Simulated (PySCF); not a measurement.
# C2H7BOSi: the cost of one run

Computed with PySCF 2.14.0, with density-fitted response routines of our own, on a single molecule in the gas phase. Atoms are numbered from 0 throughout.

## 1. Starting geometry

12 atoms, charge 0, multiplicity 1; geometry from: PBE0-D3(BJ)/def2-SVP.

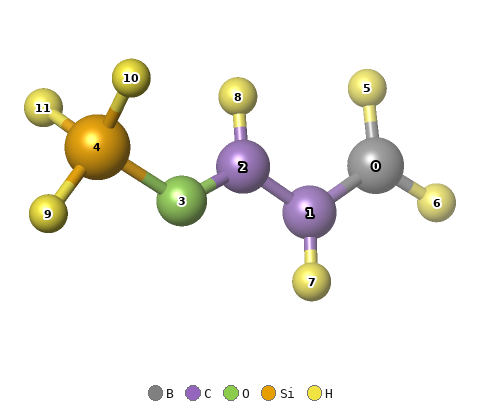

The starting geometry (boron grey, carbon purple, oxygen green, silicon amber, hydrogen yellow), atoms numbered.

## 2. NMR shieldings: PBE0/pcSseg-2

Job settings and geometry (Å):

```
{"job": {"kind": "nmr", "xc": "PBE0", "basis": "pcSseg-2", "pop": false}, "charge": 0, "multiplicity": 1}
B      2.618080     0.304391     0.502080
C      1.495181    -0.161738    -0.409350
C      0.214086     0.004663    -0.003664
O     -0.845799    -0.367372    -0.719002
Si    -2.468436    -0.194536    -0.266155
H      2.340397     0.815031     1.568007
H      3.783316     0.182160     0.199568
H      1.646673    -0.633434    -1.386486
H      0.003856     0.472809     0.971325
H     -3.251298    -0.759129    -1.392160
H     -2.712454    -0.947635     0.997576
H     -2.773636     1.250534    -0.060323
```

Level: GIAO PBE0/pcSseg-2 NMR shielding, non-relativistic, gas phase.

Started as:

```sh
$ OMP_NUM_THREADS=1 python probes_run.py task.json out
```

One launch serves the whole session: the jobs run in the order shown.

Q: Estimate the wall time and peak memory of this first job on 1 thread of Arm Neoverse V1, shared host.

About 31 s, with a peak of 1.1 GiB.
